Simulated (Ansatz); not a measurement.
```cif
data_structure
_symmetry_space_group_name_H-M 'P 1'
_symmetry_Int_Tables_number 1
_cell_length_a 3.6118
_cell_length_b 3.6118
_cell_length_c 13.3039
_cell_angle_alpha 90.000
_cell_angle_beta 90.000
_cell_angle_gamma 90.000
_cell_volume 173.55
loop_
_atom_site_label
_atom_site_type_symbol
_atom_site_fract_x
_atom_site_fract_y
_atom_site_fract_z
_atom_site_occupancy
Cs1 Cs 0.50000 0.00000 0.22730 1
Cs2 Cs 0.00000 0.50000 0.77270 1
Mo1 Mo 0.50000 0.00000 0.50964 1
Mo2 Mo 0.00000 0.50000 0.49036 1
Pd1 Pd 0.00000 0.00000 0.00000 1
Pd2 Pd 0.50000 0.50000 0.00000 1
```

Space group P4/nmm; started from the matlockite_129 prototype, which need not be the ambient phase; computed without spin polarisation.

The calculation used DFT PBE, scalar-relativistic, plane waves, PAW (Ansatz).

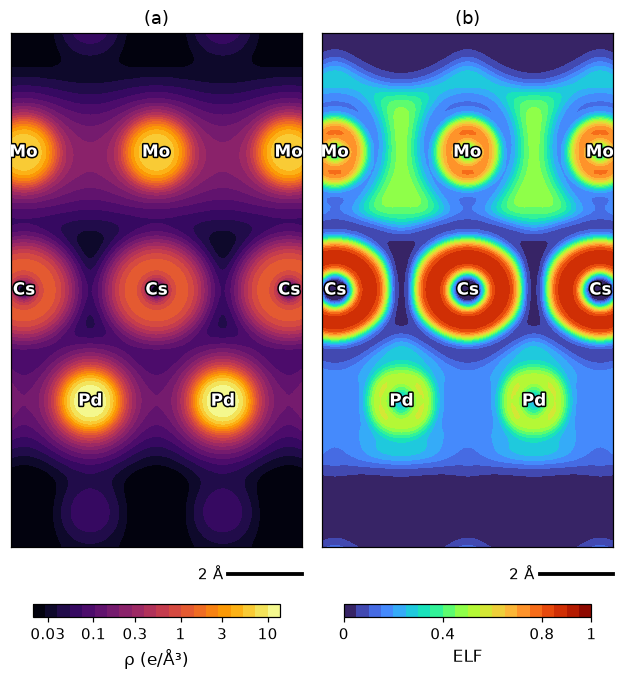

CsMoPd. (a) valence pseudo-density; (b) electron localisation function on the (010) plane of the conventional cell.

In a PAW calculation such maps are meaningful between the atoms, not at the nuclei.

Question: Read the bonding off the picture.

Answer: The section cuts through Cs, Mo and Pd sites.
Cs–Pd (3.52 Å): the density is about 0.09 e/Å³ at the midpoint; the ELF is about 0.10 at the midpoint (no localised pair shows between them).
Cs–Cs (3.61 Å): the density is about 0.07 e/Å³ at the midpoint; the ELF is about 0.05 at the midpoint (no localised pair shows between them).
Cs–Mo (3.76 Å): ρ is about 0.07 e/Å³ halfway; the ELF is about 0.10 at the midpoint; no shared electron pair shows on this line.
Between the atoms the lowest density in this plane is 0.01 e/Å³.
The features right at Cs, Mo and Pd lie inside the PAW spheres, where the map follows smoothed inner orbitals and isn't to be read closely.
